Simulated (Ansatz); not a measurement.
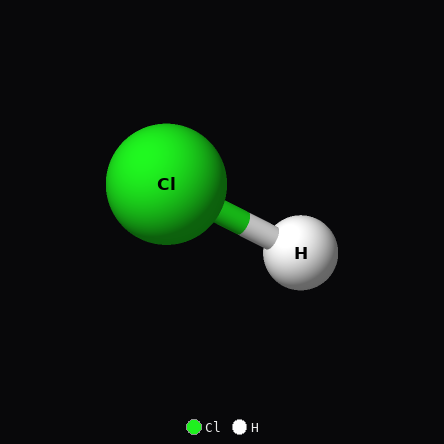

The picture shows the input geometry.

The calculation was set up as follows.

```yaml
crystal:
  periodic: [false, false, false]
  atoms:
    - {symbol: Cl, position_ang: [0.564123, -0.184387, 0.290098]}
    - {symbol: H, position_ang: [-0.564123, 0.184387, -0.290098]}
basis:
  gaussian: {orbitals: def2-SVPD}
total_charge: 1
magnetization: {spin_polarized: true, initial_magnetization: 1}
hamiltonian: {xc: {name: BLYP}, dispersion: d3bj, pseudopotentials: {relativity: scalar}}
output: {forces: true}
```

Command:

```sh
ansatz run in.yaml --threads 2 --pin off --events-out ev --progress --plain --max-ram 32768MiB --backend cpu
```

What the program printed:

```
Functional definition: BLYP
  name "BLYP"
  cite "Becke, Phys. Rev. A 38, 3098 (1988) doi:10.1103/PhysRevA.38.3098"
  cite "Lee, Yang & Parr, Phys. Rev. B 37, 785 (1988) doi:10.1103/PhysRevB.37.785"
  parameter beta = 0.0042
  parameter a = 0.04918
  parameter b = 0.132
  parameter c = 0.2533
  parameter d = 0.349
  exchange = b88_x(beta = beta)
  correlation = lyp_c(a = a, b = b, c = c, d = d)
340 factors; their error is unknown
mean field evaluation 1: about -12555.1622 eV, gradient 1.6e1 eV
mean field evaluation 2: about -12555.4579 eV, gradient 1.5e1 eV
mean field evaluation 4: about -12556.5027 eV, gradient 4.1e-1 eV
mean field evaluation 8: about -12556.4913 eV, gradient 1.1e-3 eV
mean field evaluation 16: about -12556.4912 eV, gradient 7.7e-2 eV
mean field -12556.49129784 eV, -461.4425441000 hartree, gradient 1.4e-5 eV, S^2 0.752096; 1 other end points of the search recorded, 0 dependent functions left out
the calculation of the forces begins
reference -12556.49155204 eV, -461.4425534419 hartree; 9, 8 occupied and 26, 27 virtual orbitals, 340 factors
Total energy: -12556.51047953 eV, -461.4432490144 hartree
Relativity: scalar
Atom 0 at     0.564123    -0.184387     0.290098 Å, force     0.568876    -0.185941     0.292542 eV/Å
Atom 1 at    -0.564123     0.184387    -0.290098 Å, force    -0.568876     0.185941    -0.292542 eV/Å
Dipole moment:    -0.272127     0.088946    -0.139940 e Å
```

The run converged.
